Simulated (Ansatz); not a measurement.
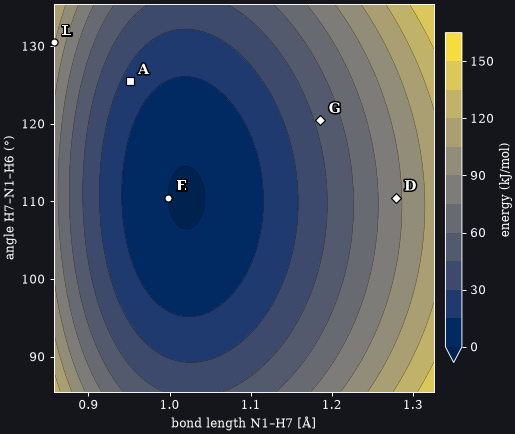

F₂H₂NNbS, SMILES [NH2][Nb]([F])([F])=[S]. The first coordinate is: bond length N1–H7; the second: angle H7–N1–H6. Nothing is relaxed (all other coordinates rigid). The scan uses an 11 × 11 grid. Energies are in kJ/mol, from the lowest grid point. Method: RKS PBE0-D4/def2-SVP in Ansatz.

The picture shows filled contours, lettered points. Between grid points the surface is interpolated.

Is A the lowest point of the computed grid?

No. A lies 25 kJ/mol above the lowest grid point, which is at bond length N1–H7 = 0.998 Å, angle H7–N1–H6 = 110.5°.

What kind of point is each of A, D, E, G: minimum, saddle, maximum or slope?

A: on a slope; D: on a slope; E: minimum; G: on a slope. (In these two coordinates alone; a stationary point may lie a little off the grid point.)
